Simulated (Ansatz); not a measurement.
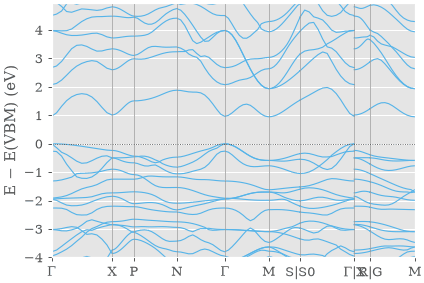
Band structure from PBEsol (plane waves, PAW; program Ansatz)

Problem. Read off the gap and where the band edges lie.

Solution. About 0.9 eV (0.95 eV by a search for the band edges); maximum at Γ, minimum at M.

The material is AlCuGeSe₄ in space group I-4 (No. 82; Al on 2c, Cu on 2a, Ge on 2b, Se on 8g).

The first step of the workflow began from a Materials Project structure, measured or hypothetical; the Crystallography Open Database copy checked does not list it. Its standing as an ambient phase is unchecked. The PBEsol relaxation kept the symmetry of its start; its stability against distortions is not shown here. The run is not spin-polarised. Scalar-relativistic: spin–orbit coupling is off unless named, which matters more the heavier the elements.

Potentials: the later of the program's two PAW sets.
